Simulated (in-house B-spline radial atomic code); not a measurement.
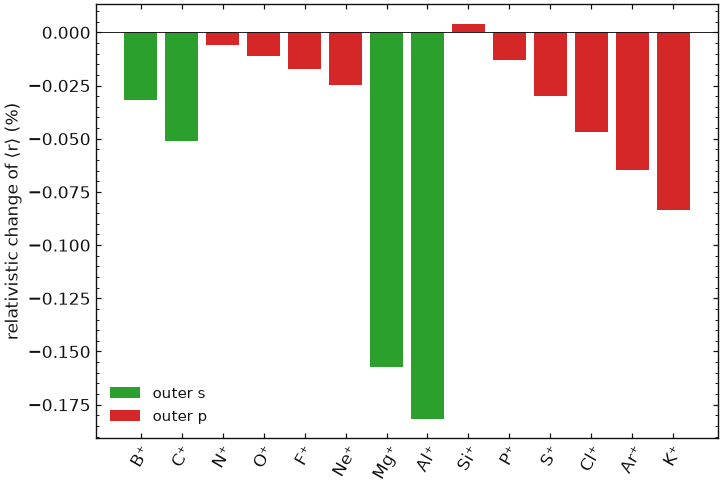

The effect of relativity on the mean radius of the outermost shell, taken as the one with the largest non-relativistic radius (j-weighted means). The figure is for B⁺, C⁺, N⁺, O⁺, F⁺, Ne⁺, Mg⁺, Al⁺, Si⁺, P⁺, S⁺, Cl⁺, Ar⁺ and K⁺. The calculation used Hartree–Fock, non-relativistic against Dirac–Coulomb (a B-spline radial code).

**Does any expand?**

No.

**Which outermost shell contracts most?**

Al⁺ (3s, 2.43 to 2.43 bohr, −0.18 %).
